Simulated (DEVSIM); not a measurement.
Structure: abrupt Ge n-p junction, at 350 K.

```csv
layer (left to right),material,thickness (μm),Nd (cm⁻³),Na (cm⁻³),τn (s),τp (s)
1,Ge,6.90,1.3e17,-,3.1e-6,3.1e-6
2,Ge,3.20,-,6.2e16,3.1e-6,3.1e-6
```

Left contact: ohmic. Right contact: ohmic. Voltage is applied to the left contact. Recombination: SRH at mid-gap, radiative, Auger. Mobility is constant in doping.

Constants are typed, rounded textbook-type inputs, not results; the design itself was drawn at random and stands for no fabricated device. Values at 300 K; Nc and Nv go as T^1.5, mobilities as T to minus their exponent, the gap by Varshni's rule with the affinity fixed.

```csv
parameter,Ge
gap (eV),0.664
affinity (eV),4
permittivity,16
Nc (cm⁻³),1.04e19
Nv (cm⁻³),6e18
μn (cm²/Vs),3900
μp (cm²/Vs),1900
T exponent of μn,1.66
T exponent of μp,2.33
B (cm³/s),6.4e-14
Cn (cm⁶/s),1e-31
Cp (cm⁶/s),1e-31
Varshni α (eV/K),0.000477
Varshni β (K),235
```

Simulated with DEVSIM: 1D drift-diffusion, Boltzmann statistics, complete ionisation; no tunnelling, impact ionisation, image-force lowering or self-heating.

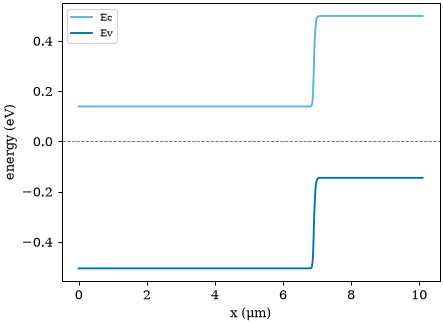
Band edges at zero bias

Energies count from the Fermi level of the right contact; mesh points crowd at the junctions.

```json
[
 {"x (μm)": "0.000", "Ec (eV)": "0.139", "Ev (eV)": "-0.505", "n (cm⁻³)": "1.3e17", "p (cm⁻³)": "4.0e11", "field (V/cm)": "≈ 0"},
 {"x (μm)": "0.03020", "Ec (eV)": "0.139", "Ev (eV)": "-0.505", "n (cm⁻³)": "1.3e17", "p (cm⁻³)": "4.0e11", "field (V/cm)": "≈ 0"},
 {"x (μm)": "0.09814", "Ec (eV)": "0.139", "Ev (eV)": "-0.505", "n (cm⁻³)": "1.3e17", "p (cm⁻³)": "4.0e11", "field (V/cm)": "≈ 0"},
 {"x (μm)": "0.2400", "Ec (eV)": "0.139", "Ev (eV)": "-0.505", "n (cm⁻³)": "1.3e17", "p (cm⁻³)": "4.0e11", "field (V/cm)": "≈ 0"},
 {"x (μm)": "0.7651", "Ec (eV)": "0.139", "Ev (eV)": "-0.505", "n (cm⁻³)": "1.3e17", "p (cm⁻³)": "4.0e11", "field (V/cm)": "≈ 0"},
 {"x (μm)": "1.751", "Ec (eV)": "0.139", "Ev (eV)": "-0.505", "n (cm⁻³)": "1.3e17", "p (cm⁻³)": "4.0e11", "field (V/cm)": "≈ 0"},
 {"x (μm)": "3.848", "Ec (eV)": "0.139", "Ev (eV)": "-0.505", "n (cm⁻³)": "1.3e17", "p (cm⁻³)": "4.0e11", "field (V/cm)": "≈ 0"},
 {"x (μm)": "5.852", "Ec (eV)": "0.139", "Ev (eV)": "-0.505", "n (cm⁻³)": "1.3e17", "p (cm⁻³)": "4.0e11", "field (V/cm)": "≈ 0"},
 {"x (μm)": "6.447", "Ec (eV)": "0.139", "Ev (eV)": "-0.505", "n (cm⁻³)": "1.3e17", "p (cm⁻³)": "4.0e11", "field (V/cm)": "≈ 0"},
 {"x (μm)": "6.712", "Ec (eV)": "0.139", "Ev (eV)": "-0.505", "n (cm⁻³)": "1.3e17", "p (cm⁻³)": "4.0e11", "field (V/cm)": "≈ 0"},
 {"x (μm)": "6.826", "Ec (eV)": "0.141", "Ev (eV)": "-0.504", "n (cm⁻³)": "1.2e17", "p (cm⁻³)": "4.2e11", "field (V/cm)": "1000"},
 {"x (μm)": "6.891", "Ec (eV)": "0.226", "Ev (eV)": "-0.418", "n (cm⁻³)": "7.2e15", "p (cm⁻³)": "7.2e12", "field (V/cm)": "42000"},
 {"x (μm)": "6.915", "Ec (eV)": "0.340", "Ev (eV)": "-0.304", "n (cm⁻³)": "1.7e14", "p (cm⁻³)": "3.1e14", "field (V/cm)": "43000"},
 {"x (μm)": "6.964", "Ec (eV)": "0.469", "Ev (eV)": "-0.175", "n (cm⁻³)": "2.3e12", "p (cm⁻³)": "2.3e16", "field (V/cm)": "12000"},
 {"x (μm)": "7.127", "Ec (eV)": "0.499", "Ev (eV)": "-0.145", "n (cm⁻³)": "8.4e11", "p (cm⁻³)": "6.2e16", "field (V/cm)": "≈ 0"},
 {"x (μm)": "7.436", "Ec (eV)": "0.499", "Ev (eV)": "-0.145", "n (cm⁻³)": "8.4e11", "p (cm⁻³)": "6.2e16", "field (V/cm)": "≈ 0"},
 {"x (μm)": "8.128", "Ec (eV)": "0.499", "Ev (eV)": "-0.145", "n (cm⁻³)": "8.4e11", "p (cm⁻³)": "6.2e16", "field (V/cm)": "≈ 0"},
 {"x (μm)": "9.122", "Ec (eV)": "0.499", "Ev (eV)": "-0.145", "n (cm⁻³)": "8.4e11", "p (cm⁻³)": "6.2e16", "field (V/cm)": "≈ 0"},
 {"x (μm)": "9.786", "Ec (eV)": "0.499", "Ev (eV)": "-0.145", "n (cm⁻³)": "8.4e11", "p (cm⁻³)": "6.2e16", "field (V/cm)": "≈ 0"},
 {"x (μm)": "9.973", "Ec (eV)": "0.499", "Ev (eV)": "-0.145", "n (cm⁻³)": "8.4e11", "p (cm⁻³)": "6.2e16", "field (V/cm)": "≈ 0"},
 {"x (μm)": "10.06", "Ec (eV)": "0.499", "Ev (eV)": "-0.145", "n (cm⁻³)": "8.4e11", "p (cm⁻³)": "6.2e16", "field (V/cm)": "≈ 0"},
 {"x (μm)": "10.10", "Ec (eV)": "0.499", "Ev (eV)": "-0.145", "n (cm⁻³)": "8.4e11", "p (cm⁻³)": "6.2e16", "field (V/cm)": "≈ 0"}
]
```
